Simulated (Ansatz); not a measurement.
C$_{2}$H$_{4}$OSi: several calculations on one system

**1. Relaxation**

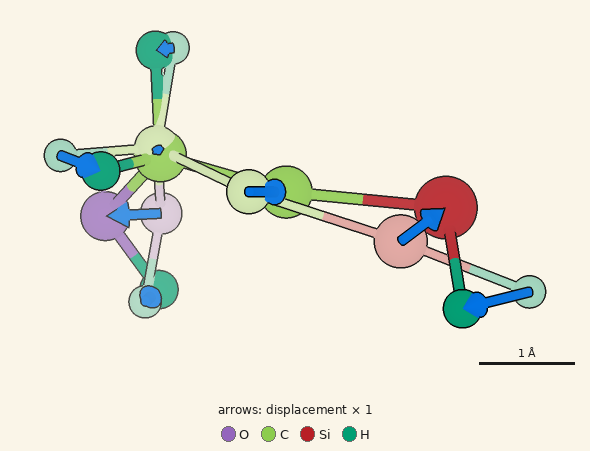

This is a relaxation of C$_{2}$H$_{4}$OSi. The starting structure is drawn faded, the final one solid; blue arrows show the displacements, at their true length. The two geometries are superimposed by the best rigid fit.

The picture is a ball-and-stick view, seen from a free direction.

The run prepares an end point of a later path (torsion) calculation, from a guessed geometry.

The calculation used Ansatz, RKS PBE/def2-SVP.

Input
```yaml
crystal:
  periodic: [false, false, false]
  atoms:
    - { symbol: O, position_ang: [0.3414, 0.95876, -1.14686] }
    - { symbol: C, position_ang: [0.19146, 0.92668, 0.26661] }
    - { symbol: C, position_ang: [-0.42277, -0.32322, 0.84176] }
    - { symbol: Si, position_ang: [-0.17927, -1.92123, 0.31478] }
    - { symbol: H, position_ang: [-0.53385, 0.84353, -1.53149] }
    - { symbol: H, position_ang: [-0.4314, 1.77547, 0.58814] }
    - { symbol: H, position_ang: [1.2016, 1.0842, 0.65941] }
    - { symbol: H, position_ang: [-0.16716, -3.34419, 0.00765] }
basis:
  gaussian: { orbitals: def2-SVP }
hamiltonian:
  xc: pbe
relax:
  f_tol: 0.015
  max_steps: 40
```

Command:
```bash
ansatz run input.yaml --threads 1 --pin off --max-ram 2048MiB --backend cpu --events-out ev --progress --plain --runs-dir out
```

Question: What did the optimiser do to the structure, and how much energy did it gain?

Answer: The largest move after the best rigid fit is that of H8, 1.03 Å. By element the largest moves are H 1.03 Å, C 0.79 Å, Si 0.67 Å, O 0.59 Å. Some distances before and after: C2–C3 1.507 → 1.439 Å, Si4–H8 1.456 → 1.518 Å, C2–H6 1.101 → 1.130 Å, C2–H7 1.095 → 1.120 Å. Bond angles that change, for instance: C3–Si4–H8 170.2° → 104.0°, C2–C3–Si4 127.1° → 164.3°, H6–C2–H7 107.8° → 102.7°. Groups turn about O1–C2 by about 45°, C2–C3 by about 40°. Over 12 accepted moves (16 points after the start) the energy falls by 0.944 eV. The largest force component goes from 2.2 to 0.0047 eV/Å. The line search rejected the trial steps at points 7, 11, 13, 15 of the run.

**2. Relaxation**

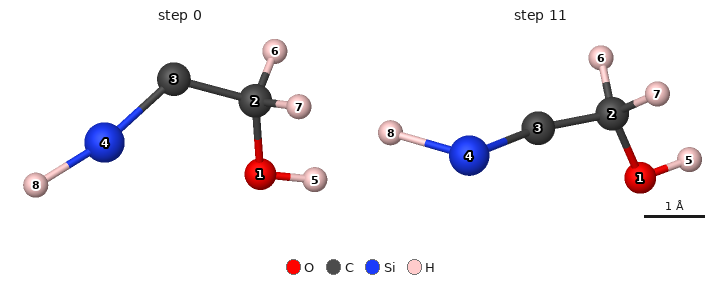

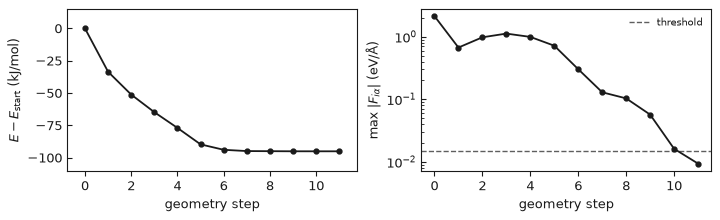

First and last geometry of a relaxation of C2H4OSi, with the history of the run. The picture is a ball-and-stick view, seen at a tilt.

The run prepares an end point of a later path (torsion) calculation, from a guessed geometry.

Method: RKS PBE/def2-SVP in Ansatz. Set-up: no spin polarisation; force threshold 0.015 eV/Å; at most 40 steps.

What do the curves and the structures tell?

Answer. It converged. The atom that moves furthest after the best rigid fit is H8 (1.03 Å). Largest moves by element: H 1.03 Å, C 0.84 Å, Si 0.70 Å, O 0.35 Å. Near-neighbour distances that change, for instance: C2–C3 1.507 → 1.441 Å, Si4–H8 1.456 → 1.518 Å, C2–H6 1.101 → 1.128 Å, O1–H5 0.963 → 0.976 Å. Bond angles that change, for instance: C3–Si4–H8 170.2° → 103.3°, C2–C3–Si4 127.1° → 163.7°, O1–C2–H7 104.8° → 112.6°. Groups turn about C2–C3 by about 50°. Over 11 geometry steps the energy falls by 95.0 kJ/mol. Largest force component: 2.1 eV/Å at the start, 0.0094 eV/Å at the end. The run took 57 s on 1 thread of Intel(R) Xeon(R) Processor @ 2.50GHz (Skylake/Cascade Lake), with other jobs on the host, peak memory 0.15 GiB.

```
step  E − E(0), kJ/mol  largest force component, eV/Å
   0              0.00                         2.1388
   1            -33.53                         0.6727
   2            -51.18                         0.9813
   3            -64.77                         1.1241
   4            -76.94                         0.9953
   5            -89.66                         0.7197
   6            -93.86                         0.3030
   7            -94.84                         0.1296
   8            -94.93                         0.1035
   9            -95.01                         0.0570
  10            -95.02                         0.0162
  11            -95.03                         0.0094
```

**3. Path**

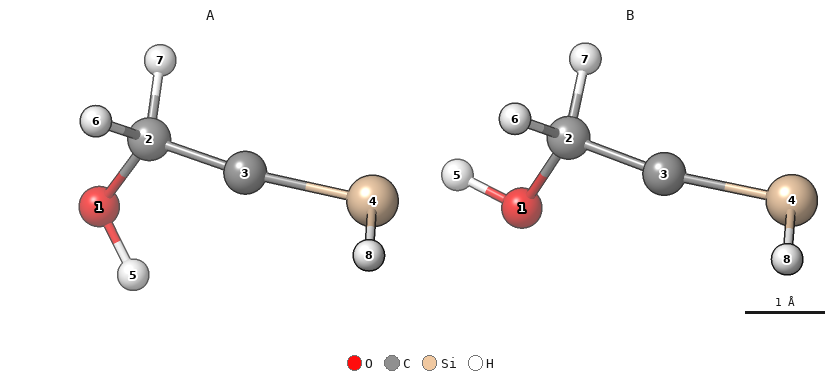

The two relaxed end points of a path for C2H4OSi. A ball-and-stick model, seen from a free direction.

Computed with RKS PBE/def2-SVP in Ansatz.

Input file:
```yaml
crystal:
  periodic: [false, false, false]
  atoms:
    - { symbol: O, position_ang: [0.06613, 1.501921, -1.077128] }
    - { symbol: C, position_ang: [0.157174, 0.87572, 0.187756] }
    - { symbol: C, position_ang: [0.080309, -0.558878, 0.266433] }
    - { symbol: Si, position_ang: [0.43562, -2.21567, 0.238334] }
    - { symbol: H, position_ang: [-0.246527, 0.81253, -1.694171] }
    - { symbol: H, position_ang: [-0.669981, 1.227129, 0.873198] }
    - { symbol: H, position_ang: [1.079979, 1.241135, 0.707235] }
    - { symbol: H, position_ang: [-0.902693, -2.883888, 0.498343] }
basis:
  gaussian: { orbitals: def2-SVP }
hamiltonian:
  xc: pbe
neb:
  order_check: false
  images: 5
  f_tol: 0.05
  max_iterations: 60
  initial_path: idpp
  final_atoms:
    - { symbol: O, position_ang: [-0.03550604, 1.09209182, -1.33449908] }
    - { symbol: C, position_ang: [0.08762605, 0.7008398, 0.02013792] }
    - { symbol: C, position_ang: [0.04906113, -0.71913477, 0.26196162] }
    - { symbol: Si, position_ang: [0.47618101, -2.34297333, 0.46832983] }
    - { symbol: H, position_ang: [-0.01897186, 2.06746694, -1.35045497] }
    - { symbol: H, position_ang: [-0.73501347, 1.12433227, 0.66580974] }
    - { symbol: H, position_ang: [1.026381, 1.09522088, 0.50056937] }
    - { symbol: H, position_ang: [-0.8497468, -3.01784462, 0.76814556] }
```

Run as
```bash
ansatz run input.yaml --threads 1 --pin off --max-ram 2048MiB --backend cpu --events-out ev --progress --plain --runs-dir out
```

**Predict the minimum-energy path and its barrier.**

The energy climbs by 15.4 kJ/mol to image 4 and then falls by 3.8 kJ/mol, so the end point sits at +11.6 kJ/mol. The motion is a rotation about the O1–C2 bond by about 165°. No bond forms or breaks between the ends. Among the angles between lasting bonds that change up to the highest image: C3–C2–H7 110.1° → 106.8°, C3–C2–H6 103.8° → 106.8°. The band converged in 5 iterations. The largest component of the band force went from 0.82 to 0.038 eV/Å. The climbing image converged on the top of the path. Its vibrational analysis gives one imaginary mode (289i cm⁻¹), as a transition state must have.

Energies of the converged images:

```csv
image,path (Å),E (kJ/mol)
0,0.00,0.0
1,0.35,1.6
2,0.70,6.1
3,1.05,12.3
4,1.40,15.4
5,1.73,13.2
6,2.06,11.6
```

The geometry at the top of the path:

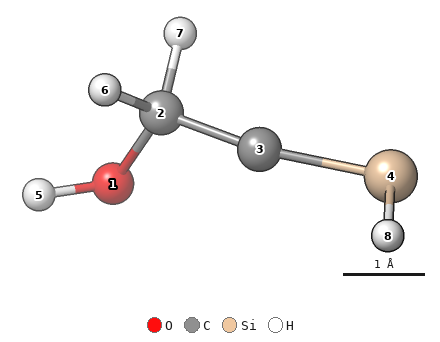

Cost: 2 min on 1 thread of Intel(R) Xeon(R) Processor @ 2.50GHz (Skylake/Cascade Lake), with other jobs on the host, peak memory 0.15 GiB.
